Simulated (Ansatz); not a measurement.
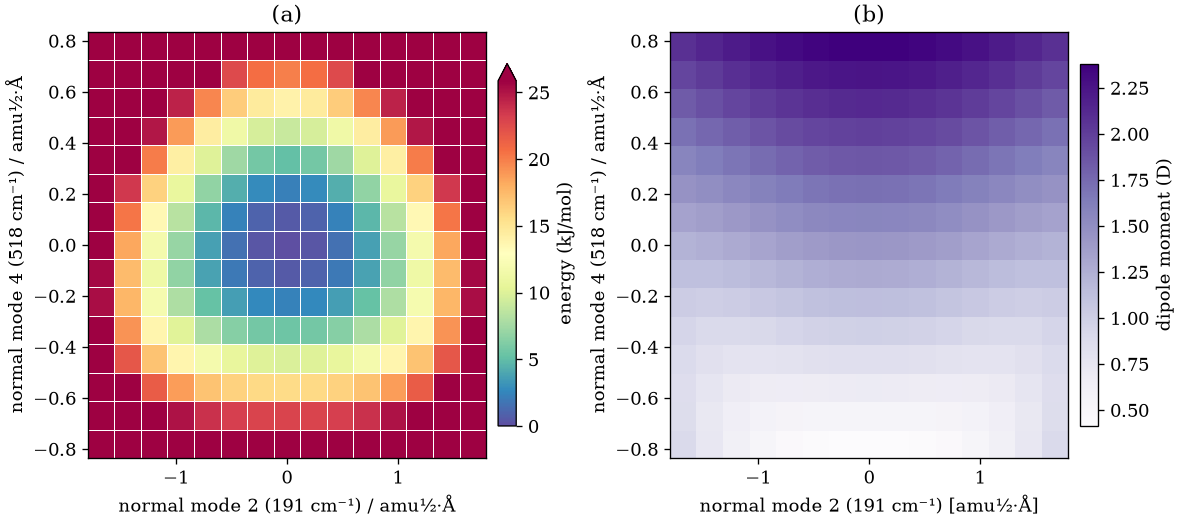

CCl₂Si, SMILES ClC#[Si]Cl. 
- First axis: normal mode 2 (191 cm⁻¹). Second axis: normal mode 4 (518 cm⁻¹).
- Nothing is relaxed (straight displacements along the two mass-weighted modes).
- The grid has 15 × 15 points; 120 points were computed and 105 follow by symmetry.
- Points are written as (first, second).
- Energies: kJ/mol, counted from the lowest grid point.
- All numbers below come from Ansatz 0.2.0, RKS PBE0-D4/def2-SVP.

Panel (a) is the energy and panel (b) the computed dipole moment on the same grid.

The picture shows one coloured cell a grid point, one colour for all values above the top of the scale.

How does the dipole moment vary over the map, and what is it at the lowest grid point?

Leaving out the highest fifth of the energies, it runs from 0.41 D at (0.000 amu½·Å, −0.780 amu½·Å) to 2.38 D at (0.000 amu½·Å, 0.780 amu½·Å). At the lowest grid point, (0.000 amu½·Å, 0.000 amu½·Å), it is 1.43 D.
